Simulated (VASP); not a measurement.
Band structure of Li₂Na₂Cl₄ (ordered alloy cell). Computed with PBEsol GGA, VASP's PBE PAW potentials (set 64) (plane waves; VASP).

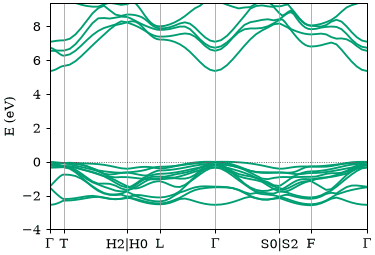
Fig. 1. Bands along high-symmetry lines, zero at the valence-band maximum or, without a gap, the Fermi level

Task: Read the plot: is there a gap, and where are the band edges?

Result: The gap is indirect, 5.36 eV, from the valence maximum at Γ-S0 at 0.09 to the conduction minimum at Γ. (Edges off the drawn lines would not show.)

The structure was generated: Li2Na2Cl4 was put into an ordered model structure (R-3m), which need not be its known phase. It was relaxed first.
